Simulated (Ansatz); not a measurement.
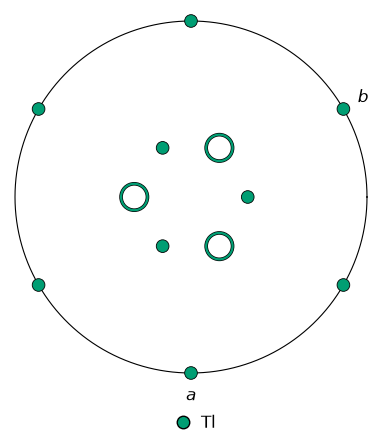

Crystal: Tl, the geometry relaxed with DFT, revPBE, plane waves (420 eV) with PAW, scalar-relativistic in Ansatz; the starting structure was generated, so it need not be a known form of this composition. Directions from one thallium atom at (0, 0, 0) to its bonded neighbours, in stereographic projection down c (filled: above the plane of the page or in it, open: below). Geometry calculated from the standardised cell; symmetry tolerance 0.002 Å.

Neighbours are counted up to 4.11 Å for Tl.

```yaml
crystal:
  lattice:
    - [3.61538, 0.00000, 0.00000]
    - [-1.80769, 3.13101, 0.00000]
    - [0.00000, 0.00000, 11.60347]
  atoms:
    - { symbol: Tl, position: [0.00000, 0.00000, 0.00000] }
    - { symbol: Tl, position: [0.00000, 0.00000, 0.50000] }
    - { symbol: Tl, position: [0.33333, 0.66667, 0.25000] }
    - { symbol: Tl, position: [0.66667, 0.33333, 0.75000] }
```

Q: How many neighbours are there, and at what angles?

A: 12: 6 Tl at 3.57 Å, 6 Tl at 3.62 Å. Angles between bonds: 60° (18×), 61° (6×), 90° (12×), 119° (6×), 120° (18×), 180° (6×).

Q: What is the site's symmetry in the crystal?

A: Point group -3m (D3d), order 12: one threefold axis, three twofold axes, three mirror planes, an inversion centre. In No. 194, P6₃/mmc this is Wyckoff position 2a.
